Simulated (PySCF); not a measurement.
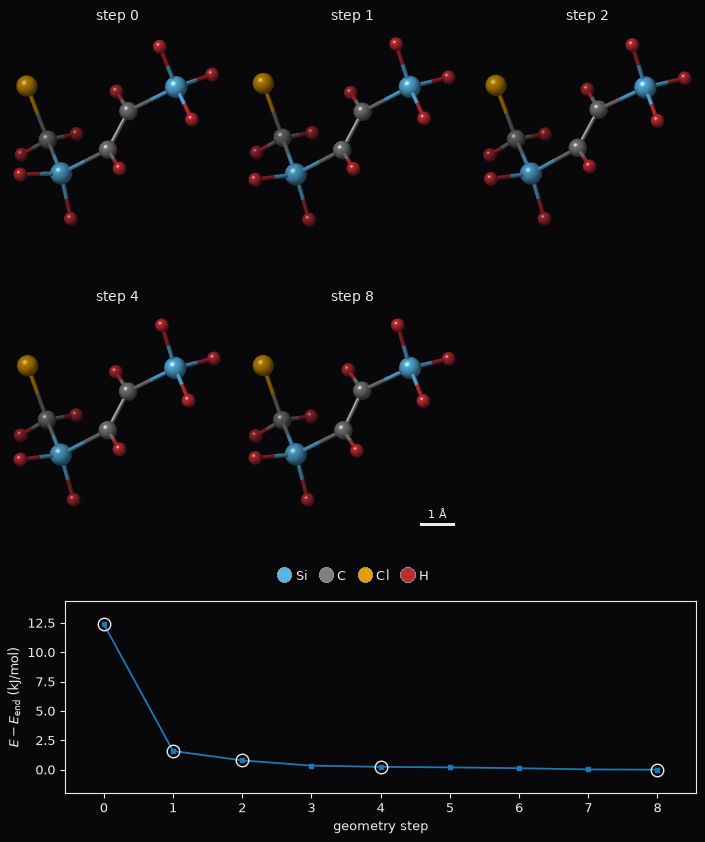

Frames of a relaxation of C₃H₉ClSi₂, marked on the history of the run. A ball-and-stick model, seen from a free direction.

The start comes from GFN2-xTB. Its atoms were then displaced at random by about 0.01 Å.

Computed with PySCF, PBE0-D3(BJ)/def2-SVP geometry optimisation, gas phase. 

> What happens along the run?

After 8 geometry steps the energy has fallen by 12.4 kJ/mol. The atom that moves furthest after the best rigid fit is an H atom (0.13 Å). Largest moves by element: H 0.13 Å, Cl 0.06 Å, C 0.06 Å, Si 0.04 Å. Among the contacts that change: H–Si 1.439 → 1.495 Å, C–Si 1.828 → 1.872 Å, C–Si 1.909 → 1.874 Å, C–Si 1.922 → 1.894 Å. Among the angles between lasting bonds that change: C–Si–H 103.7° → 107.1°, Si–C–H 113.8° → 110.5°, C–Si–H 107.6° → 110.6°. From step 0 to 1: an H atom moves most (0.16 Å), energy −10.8 kJ/mol. From step 1 to 2: Cl and H atoms move most (0.11 Å), energy −0.80 kJ/mol. From step 2 to 4: an H atom moves most (0.07 Å), energy −0.55 kJ/mol. From step 4 to 8: an H atom moves most (0.12 Å), energy −0.24 kJ/mol.

```json
{"step": "0", "E − E(0), kJ/mol": "0.00"}
{"step": "1", "E − E(0), kJ/mol": "-10.81"}
{"step": "2", "E − E(0), kJ/mol": "-11.61"}
{"step": "3", "E − E(0), kJ/mol": "-12.06"}
{"step": "4", "E − E(0), kJ/mol": "-12.16"}
{"step": "5", "E − E(0), kJ/mol": "-12.21"}
{"step": "6", "E − E(0), kJ/mol": "-12.28"}
{"step": "7", "E − E(0), kJ/mol": "-12.38"}
{"step": "8", "E − E(0), kJ/mol": "-12.40"}
```
